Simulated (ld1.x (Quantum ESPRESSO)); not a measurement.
# Pseudopotential generation for Hf: TM, PBE

Task: generate the file, and judge it by its errors in other configurations, its logarithmic derivatives, its ghosts and its cutoff.

Method: ld1.x (Quantum ESPRESSO) 7.5, PBE, scalar-relativistic.

1 further run of the same task is left out (set aside as unsound or not needed).

## 1. The design

Typed settings, in words:

* element: hafnium (Hf, Z = 72)
* type: norm-conserving Troullier–Martins (Kleinman–Bylander form)
* frozen core: [Xe] 4f14
* valence charge: 4
* reference configuration: 5d2 6s2 6p0
* partial waves: 6s (bound): rc 2.25 bohr; 6p (bound, empty): rc 4.20 bohr; 5d (bound): rc 3.05 bohr
* local potential: the d channel
* core correction: a·sin(br)/r model core inside 2.66 bohr

An earlier all-electron run gives the scale for the radii.

All-electron outer shells of the reference configuration (PBE, scalar-relativistic, ld1.x):

| shell | level (eV) | outermost node (bohr) | outermost maximum (bohr) |
| --- | --- | --- | --- |
| 5p | -35.57 | 0.60 | 1.16 |
| 4f | -16.83 | – | 0.45 |
| 6s | -5.11 | 1.37 | 2.89 |
| 5d | -2.69 | 0.67 | 1.69 |
| 6p | -1.40 | 1.66 | 4.05 |

## 2. Generating the potential

Input file Hf.in:

```
 &input
   title='Hf', zed=72., rel=1, dft='PBE', iswitch=3,
   config='[Xe] 4f14 5d2 6s2 6p0',
   nld=3, rlderiv=4.55, eminld=-2.0, emaxld=5.0, deld=0.02
 /
 &inputp
   pseudotype=2, tm=.true., lloc=2,
   nlcc=.true., rcore=2.66,
   file_pseudopw='Hf.UPF', file_wfcaegen='ae.wfc', file_wfcncgen='nc.wfc', file_beta='beta', file_chi='chi'
 /
3
6S  1  0   2.00   0.00  2.25  2.25  0.0
6P  2  1   0.00   0.00  4.20  4.20  0.0
5D  3  2   2.00   0.00  3.05  3.05  0.0
 &test
   configts(1)='5d2 6s2 6p0'
 /
```

Launch:

```console
$ ld1.x < Hf.in > Hf.out
```

What the program wrote to Hf.out (without the banner and most projector matrices):

```text
     Program LD1 v.7.5
     --------------------------- All-electron run ----------------------------

     Hf
     scalar relativistic calculation

     atomic number is 72.00
     dft =PBE   lsd =0 sic =0 latt =0  beta=0.20 tr2=1.0E-14
     Exchange-correlation= PBE
                           (   1   4   3   4   0   0   0)
     mesh =1271 r(mesh) =  99.31870 a.u. xmin = -7.00 dx = 0.01250
     1 Ry =  13.60569312 eV, c = 137.03599908

     n l     nl                  e(Ry)          e(Ha)          e(eV)
     1 0     1S 1( 2.00)     -4798.6110     -2399.3055    -65288.4286
     2 0     2S 1( 2.00)      -820.6457      -410.3228    -11165.4529
     2 1     2P 1( 6.00)      -720.5158      -360.2579     -9803.1172
     3 0     3S 1( 2.00)      -186.9869       -93.4935     -2544.0869
     3 1     3P 1( 6.00)      -157.0786       -78.5393     -2137.1631
     4 0     4S 1( 2.00)       -37.6716       -18.8358      -512.5485
     4 1     4P 1( 6.00)       -27.8617       -13.9309      -379.0778
     3 2     3D 1(10.00)      -121.7032       -60.8516     -1655.8558
     5 0     5S 1( 2.00)        -4.9256        -2.4628       -67.0155
     5 1     5P 1( 6.00)        -2.6146        -1.3073       -35.5735
     4 2     4D 1(10.00)       -15.1900        -7.5950      -206.6705
     4 3     4F 1(14.00)        -1.2373        -0.6187       -16.8347
     5 2     5D 1( 2.00)        -0.1976        -0.0988        -2.6887
     6 0     6S 1( 2.00)        -0.3754        -0.1877        -5.1082
     6 1     6P 1( 0.00)        -0.1026        -0.0513        -1.3962

     final scf error:  9.5E-15 reached in  28 iterations

     Etot =  -30156.442974 Ry,  -15078.221487 Ha, -410299.308785 eV

     Ekin =   33046.727666 Ry,   16523.363833 Ha,  449623.635342 eV
     Encl =  -74400.522534 Ry,  -37200.261267 Ha,-1012270.677782 eV
     Eh   =   11812.508265 Ry,    5906.254132 Ha,  160717.362466 eV
     Exc  =    -615.156371 Ry,    -307.578186 Ha,   -8369.628810 eV

     normalization and overlap integrals

     s(1S/1S) =  1.000000  <r> =   0.0190  <r2> =    0.0005  r(max) =   0.0120
     s(2S/2S) =  1.000000  <r> =   0.0804  <r2> =    0.0076  r(max) =   0.0679
     s(2P/2P) =  1.000000  <r> =   0.0717  <r2> =    0.0063  r(max) =   0.0556
     s(3S/3S) =  1.000000  <r> =   0.2086  <r2> =    0.0498  r(max) =   0.1917
     s(3P/3P) =  1.000000  <r> =   0.2085  <r2> =    0.0504  r(max) =   0.1893
     s(4S/4S) =  1.000000  <r> =   0.4682  <r2> =    0.2475  r(max) =   0.4375
     s(4P/4P) =  1.000000  <r> =   0.4976  <r2> =    0.2818  r(max) =   0.4599
     s(3D/3D) =  1.000000  <r> =   0.1890  <r2> =    0.0419  r(max) =   0.1550
     s(5S/5S) =  1.000000  <r> =   1.1348  <r2> =    1.4495  r(max) =   1.0109
     s(5P/5P) =  1.000000  <r> =   1.3423  <r2> =    2.0507  r(max) =   1.1599
     s(4D/4D) =  1.000000  <r> =   0.5352  <r2> =    0.3323  r(max) =   0.4716
     s(4F/4F) =  1.000000  <r> =   0.6773  <r2> =    0.5953  r(max) =   0.4542
     s(5D/5D) =  1.000000  <r> =   2.5139  <r2> =    7.9530  r(max) =   1.6876
     s(6S/6S) =  1.000000  <r> =   3.4500  <r2> =   13.5887  r(max) =   2.8888
     s(6P/6P) =  1.000000  <r> =   5.1293  <r2> =   30.7367  r(max) =   4.0484

     ------------------------ End of All-electron run ------------------------

     --------------------- Generating NC pseudopotential ---------------------

      Generating local pot.: lloc=2, matching radius rcloc =   3.0500

      Computing core charge for nlcc:

       r > 2.68 : true rho core
       r < 2.68 : rho core = a sin(br)/r    a=   0.35  b=   1.05

      Integrated core pseudo-charge :   1.06

      Wfc   6S  rcut= 2.278  Using Troullier-Martins method

      Wfc   6P  rcut= 4.151  Using Troullier-Martins method

     ------------------- End of pseudopotential generation -------------------

     [... the all-electron block is printed once more ...]


     Computing logarithmic derivative in   4.55900
     Computing logarithmic derivative in   4.55900
     Computing the partial wave expansion
     R is outside the sphere for l=    0 j= 0.00
     R is outside the sphere for l=    1 j= 0.00
       no projector for channel:   2

     ---------------------- Testing the pseudopotential ----------------------

     Hf
     scalar relativistic calculation

     atomic number is 72.00   valence charge is  4.00
     dft =PBE   lsd =0 sic =0 latt =0  beta=0.20 tr2=1.0E-14
     mesh =1271 r(mesh) =  99.31870 xmin = -7.00 dx = 0.01250

     n l     nl             e AE (Ry)        e PS (Ry)    De AE-PS (Ry)
     3 2     5D   1( 2.00)       -0.19761       -0.19761        0.00000
     1 0     6S   1( 2.00)       -0.37544       -0.37544       -0.00000
     2 1     6P   1( 0.00)       -0.10262       -0.10262        0.00000

     eps = 5.8E-16  iter = 12

     Etot =  -30156.442974 Ry,  -15078.221487 Ha, -410299.308785 eV
     Etotps =    -6.100581 Ry,      -3.050290 Ha,     -83.002630 eV

     Ekin =       4.840247 Ry,       2.420124 Ha,      65.854916 eV
     Encl =     -14.155205 Ry,      -7.077603 Ha,    -192.591381 eV
     Ehrt =       4.848475 Ry,       2.424238 Ha,      65.966866 eV
     Ecxc =      -2.399393 Ry,      -1.199696 Ha,     -32.645404 eV
     (Ecc =      -0.457340 Ry,      -0.228670 Ha,      -6.222426 eV)
     Epseu=       0.765295 Ry,       0.382648 Ha,      10.412373 eV

     ---------------------- End of pseudopotential test ----------------------
```

It took 1.9 s on 1 thread, shared host. (Generation and the later configuration tests together.)

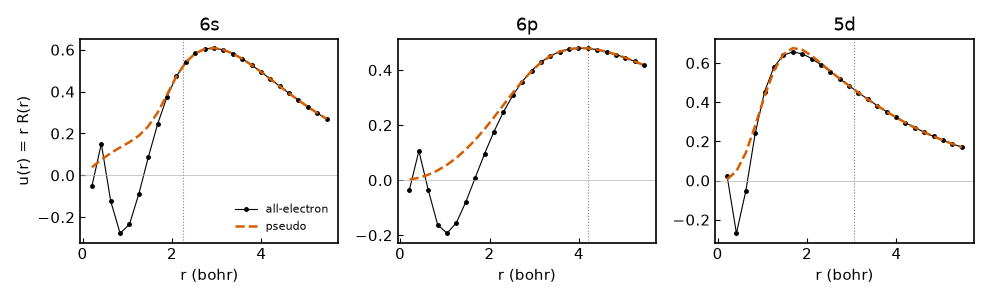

Bound waves of the atom and their pseudo partners (6s, 6p, 5d), with the matching radii dotted. The curves join 26 sampled radii, too few to resolve the innermost nodes.

## 3. Transferability test

Input file Hf.test.in:

```
 &input
   title='Hf', zed=72., rel=1, dft='PBE', iswitch=2,
   config='[Xe] 4f14 5d2 6s2 6p0'
 /
 &test
   file_pseudo='Hf.UPF', nconf=8,
   configts(1)='5d2 6s2 6p0',
   configts(2)='5d2 6s1 6p0',
   configts(3)='5d2 6s0 6p0',
   configts(4)='5d1 6s0 6p0',
   configts(5)='5d1 6s2 6p1',
   configts(6)='5d2.5 6s1.5 6p0',
   configts(7)='5d2 6s0 6p1',
   configts(8)='5d3 6s1 6p0'
 /
```

Launch:

```console
$ ld1.x < Hf.test.in > Hf.test.out
```

Hf.test.out, the pseudopotential blocks, each with the warnings that came before it:

```text
     ---------------------- Testing the pseudopotential ----------------------

     Hf
     scalar relativistic calculation

     atomic number is 72.00   valence charge is  4.00
     dft =PBE   lsd =0 sic =0 latt =0  beta=0.20 tr2=1.0E-14
     mesh =1271 r(mesh) =  99.31870 xmin = -7.00 dx = 0.01250

     n l     nl             e AE (Ry)        e PS (Ry)    De AE-PS (Ry)
     3 2     5D   1( 2.00)       -0.19761       -0.19761        0.00000
     1 0     6S   1( 2.00)       -0.37544       -0.37544       -0.00000
     2 1     6P   1( 0.00)       -0.10262       -0.10262        0.00000

     eps = 5.8E-16  iter = 12

     Etot =  -30156.442974 Ry,  -15078.221487 Ha, -410299.308785 eV
     Etotps =    -6.100581 Ry,      -3.050290 Ha,     -83.002630 eV

     Ekin =       4.840247 Ry,       2.420124 Ha,      65.854916 eV
     Encl =     -14.155205 Ry,      -7.077603 Ha,    -192.591381 eV
     Ehrt =       4.848475 Ry,       2.424238 Ha,      65.966866 eV
     Ecxc =      -2.399393 Ry,      -1.199696 Ha,     -32.645404 eV
     (Ecc =      -0.457340 Ry,      -0.228670 Ha,      -6.222426 eV)
     Epseu=       0.765295 Ry,       0.382648 Ha,      10.412373 eV

     ---------------------- End of pseudopotential test ----------------------

     ---------------------- Testing the pseudopotential ----------------------

     Hf
     [...]
     n l     nl             e AE (Ry)        e PS (Ry)    De AE-PS (Ry)
     3 2     5D   1( 2.00)       -0.67663       -0.67997        0.00334
     1 0     6S   1( 1.00)       -0.80664       -0.80678        0.00014
     2 1     6P   1( 0.00)       -0.46737       -0.47048        0.00311

     eps = 3.5E-16  iter =  9

     Etot =  -30155.856735 Ry,  -15077.928367 Ha, -410291.332597 eV
     Etotps =    -5.514047 Ry,      -2.757023 Ha,     -75.022430 eV
     dEtot_ae =       0.586239 Ry
     dEtot_ps =       0.586534 Ry,   Delta E=      -0.000295 Ry

     [...]
     ---------------------- End of pseudopotential test ----------------------

     Warning: n=2, l=1 expected 0 nodes, found 1
     ---------------------- Testing the pseudopotential ----------------------

     Hf
     [...]
     n l     nl             e AE (Ry)        e PS (Ry)    De AE-PS (Ry)
     3 2     5D   1( 2.00)       -1.22774       -1.23479        0.00706  !
     1 0     6S   1( 0.00)       -1.28626       -1.28248       -0.00378
     2 1     6P   1( 0.00)       -0.88327       -0.94332        0.06005  !

     eps = 1.3E-15  iter = 12

     Etot =  -30154.814546 Ry,  -15077.407273 Ha, -410277.152887 eV
     Etotps =    -4.472477 Ry,      -2.236239 Ha,     -60.851152 eV
     dEtot_ae =       1.628428 Ry
     dEtot_ps =       1.628104 Ry,   Delta E=       0.000325 Ry

     [...]
     ---------------------- End of pseudopotential test ----------------------

     ---------------------- Testing the pseudopotential ----------------------

     Hf
     [...]
     n l     nl             e AE (Ry)        e PS (Ry)    De AE-PS (Ry)
     3 2     5D   1( 1.00)       -1.99375       -1.99939        0.00564  !
     1 0     6S   1( 0.00)       -1.90796       -1.89947       -0.00849  !
     2 1     6P   1( 0.00)       -1.41859       -1.82804        0.40946  !

     eps = 3.8E-15  iter =  7

     Etot =  -30153.212710 Ry,  -15076.606355 Ha, -410255.358809 eV
     Etotps =    -2.862352 Ry,      -1.431176 Ha,     -38.944289 eV
     dEtot_ae =       3.230264 Ry
     dEtot_ps =       3.238228 Ry,   Delta E=      -0.007965 Ry

     [...]
     ---------------------- End of pseudopotential test ----------------------

     ---------------------- Testing the pseudopotential ----------------------

     Hf
     [...]
     n l     nl             e AE (Ry)        e PS (Ry)    De AE-PS (Ry)
     3 2     5D   1( 1.00)       -0.36520       -0.35172       -0.01348  !
     1 0     6S   1( 2.00)       -0.48190       -0.47582       -0.00607  !
     2 1     6P   1( 1.00)       -0.16809       -0.16536       -0.00273

     eps = 7.2E-15  iter = 20

     Etot =  -30156.298773 Ry,  -15078.149386 Ha, -410297.346824 eV
     Etotps =    -5.958045 Ry,      -2.979023 Ha,     -81.063333 eV
     dEtot_ae =       0.144201 Ry
     dEtot_ps =       0.142536 Ry,   Delta E=       0.001666 Ry

     [...]
     ---------------------- End of pseudopotential test ----------------------

     ---------------------- Testing the pseudopotential ----------------------

     Hf
     [...]
     n l     nl             e AE (Ry)        e PS (Ry)    De AE-PS (Ry)
     3 2     5D   1( 2.50)       -0.16888       -0.16867       -0.00021
     1 0     6S   1( 1.50)       -0.36016       -0.35916       -0.00100
     2 1     6P   1( 0.00)       -0.09728       -0.09757        0.00030

     eps = 3.4E-15  iter = 12

     Etot =  -30156.350724 Ry,  -15078.175362 Ha, -410298.053655 eV
     Etotps =    -6.008393 Ry,      -3.004196 Ha,     -81.748350 eV
     dEtot_ae =       0.092250 Ry
     dEtot_ps =       0.092188 Ry,   Delta E=       0.000062 Ry

     [...]
     ---------------------- End of pseudopotential test ----------------------

     ---------------------- Testing the pseudopotential ----------------------

     Hf
     [...]
     n l     nl             e AE (Ry)        e PS (Ry)    De AE-PS (Ry)
     3 2     5D   1( 2.00)       -0.76073       -0.74079       -0.01994  !
     1 0     6S   1( 0.00)       -0.86782       -0.85077       -0.01705  !
     2 1     6P   1( 1.00)       -0.51939       -0.51330       -0.00609  !

     eps = 2.8E-15  iter = 17

     Etot =  -30155.512868 Ry,  -15077.756434 Ha, -410286.654050 eV
     Etotps =    -5.176662 Ry,      -2.588331 Ha,     -70.432076 eV
     dEtot_ae =       0.930106 Ry
     dEtot_ps =       0.923919 Ry,   Delta E=       0.006187 Ry

     [...]
     ---------------------- End of pseudopotential test ----------------------

     ---------------------- Testing the pseudopotential ----------------------

     Hf
     [...]
     n l     nl             e AE (Ry)        e PS (Ry)    De AE-PS (Ry)
     3 2     5D   1( 3.00)       -0.14602       -0.14547       -0.00055
     1 0     6S   1( 1.00)       -0.34816       -0.34609       -0.00206
     2 1     6P   1( 0.00)       -0.09394       -0.09451        0.00057

     eps = 6.5E-15  iter = 12

     Etot =  -30156.252406 Ry,  -15078.126203 Ha, -410296.715970 eV
     Etotps =    -5.910514 Ry,      -2.955257 Ha,     -80.416635 eV
     dEtot_ae =       0.190568 Ry
     dEtot_ps =       0.190067 Ry,   Delta E=       0.000501 Ry

     [...]
     ---------------------- End of pseudopotential test ----------------------
```

Excitation and ionisation energies from 5d2 6s2 6p0, with the error of the potential. A star marks tests that logged a warning.

```tsv
valence configuration	charge	ΔE all-electron (eV)	error AE − PS (meV)
5d2 6s1 6p0	+1	7.976	-4.0
5d2 6s0 6p0 *	+2	22.156	+4.4
5d1 6s0 6p0	+3	43.950	-108
5d1 6s2 6p1	0	1.962	+23
5d2.5 6s1.5 6p0	0	1.255	+0.8
5d2 6s0 6p1	+1	12.655	+84
5d3 6s1 6p0	0	2.593	+6.8
```

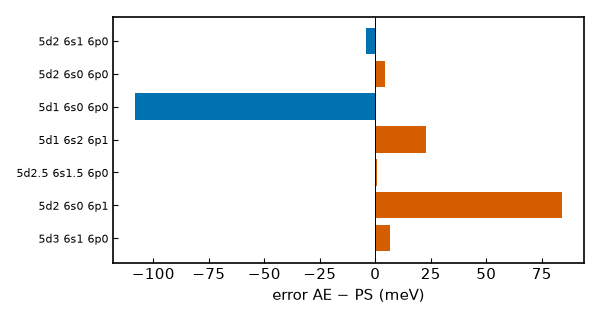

Error of the potential in each test configuration.

## 4. Does it scatter like the atom?

Taken from the files of the generation run. The phase is arctan(r·u′/u) with u = r·R, unwrapped, with energies in Ry. A pole is an energy at which the radial function vanishes at the test radius. The pseudo phase is shifted by a multiple of π to meet the all-electron one at the reference energy. Levels narrower than the energy grid can be missing from the poles. Where the grid stepped over a known ghost or core level, its pole and its step of π were put in at the level's energy. The last column is the largest difference on the grid between −1 and +1 Ry.

| channel | radius (bohr) | reference (Ry) | poles AE | poles PS | window around the reference with phases within 0.05 rad (Ry) | largest difference near zero (rad) |
| --- | --- | --- | --- | --- | --- | --- |
| s | 4.56 | -0.38 | -0.12, 2.36 | -1.47, -0.12, 2.38 | -1.5 to 0.8 | 0.082 |
| p | 4.56 | -0.10 | 0.48, 3.18 | 0.20, 0.55, 3.24 | below 0.1 | 3.113 |
| d | 4.56 | -0.20 | -0.12, 1.62, 4.65 | -0.12, 1.69, 4.81 | below 0.5 | 0.115 |

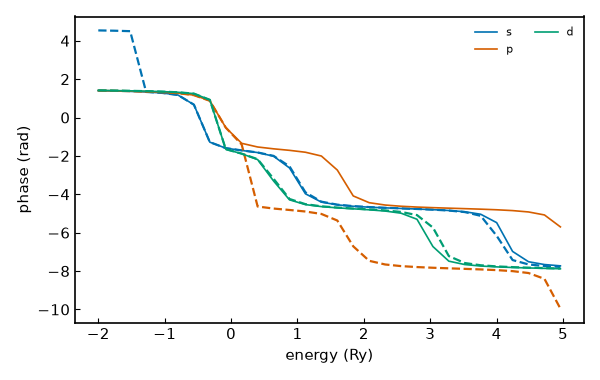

All-electron (solid) and pseudo (dashed) phases against energy.

## 5. Plane-wave convergence, by spherical Bessel functions

This step uses the generator's waves and projectors in a separate script. Basis: spherical Bessel functions vanishing at 20 bohr, q² up to the cutoff; potential fixed at the reference.

All-electron valence levels (Ry): 6s -0.3754, 6p -0.1026, 5d -0.1976. The lowest levels of each channel (Ry) by cutoff; the last column sums, over occupied levels, occupation times the distance from the level at 400 Ry. A positive value at high cutoff is not a bound level.

```
cutoff (Ry)     s #1     s #2     p #1     d #1    f #1  Σ f·Δε (mRy)
          8  -0.7123  -0.3425  -0.1026  -0.0876  0.1026         285.9
         10  -1.1134  -0.3662  -0.1026  -0.1341  0.1026         145.5
         12  -1.3403  -0.3720  -0.1026  -0.1678  0.1026          66.6
         15  -1.4346  -0.3738  -0.1026  -0.1865  0.1026          25.6
         18  -1.4614  -0.3740  -0.1026  -0.1961  0.1026           5.8
         21  -1.4617  -0.3742  -0.1026  -0.1974  0.1026           2.9
         25  -1.4639  -0.3747  -0.1026  -0.1976  0.1026           1.6
         30  -1.4679  -0.3751  -0.1026  -0.1976  0.1026           0.7
         35  -1.4689  -0.3752  -0.1026  -0.1976  0.1026           0.5
         40  -1.4689  -0.3753  -0.1026  -0.1976  0.1026           0.4
        400  -1.4694  -0.3754  -0.1026  -0.1976  0.1026           0.0
```

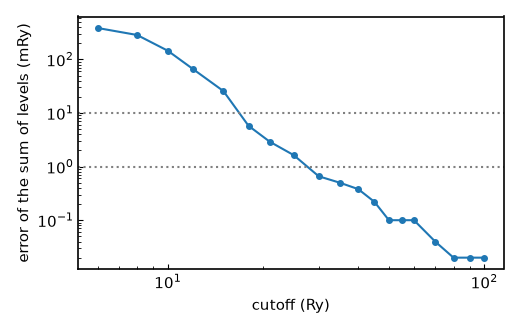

Occupation-weighted error of the valence levels against the cutoff; the dotted lines mark 10 and 1 mRy.

The sum stays within 10 mRy from 18 Ry and within 1 mRy from 30 Ry. The sum leaves out empty levels, which can need more. Ghost test: ghost state, bound below the all-electron valence or empty levels of the same l: s at -20.0 eV.

## 6. What came out

| quantity | value |
| --- | --- |
| cutoffs for 10 and 1 mRy, occupied levels | 18 Ry and 30 Ry |
| bound ghosts | s at -19.99 eV |
| largest test error (AE − PS) | -108 meV, for 5d1 6s0 6p0 |
| largest phase difference near zero energy, channels read | 3.113 rad |

In words: A bound ghost (s) makes it unfit for use: electrons can fall into a state that the atom doesn't have. By total energies transferability is fair for so large an energy: the largest error is 108 meV on 43.9 eV, for 5d1 6s0 6p0. The potential is soft on the atom at that tolerance: the looser tolerance needs 18 Ry. Near zero energy the largest phase difference among the channels read is 3.11 rad, in the p channel. A step near π is an extra or missing state, not a misfit of shape. These are tests on the free atom; a crystal test is still owed.
